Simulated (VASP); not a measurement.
Band structure of Ni (relaxed from the simple-cubic structure, space group Pm-3m). Level of theory: r2SCAN meta-GGA, VASP's PBE PAW potentials (set 64) (plane waves; VASP).

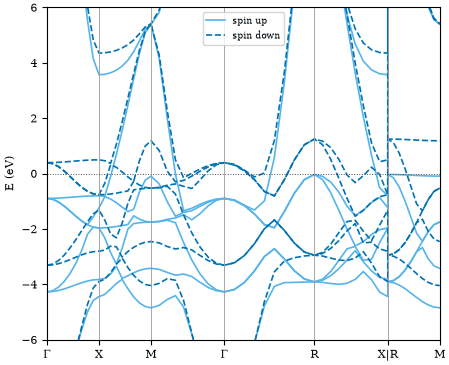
Figure. Bands along high-symmetry lines, zero at the valence-band maximum or, without a gap, the Fermi level

Problem. Read the plot: is there a gap, and where are the band edges?

Solution. It has no gap at this level: it comes out as a metal or semimetal.

The structure was generated: Ni was put into the simple-cubic type (Pm-3m), which need not be its known phase. The cell was not relaxed at this level.
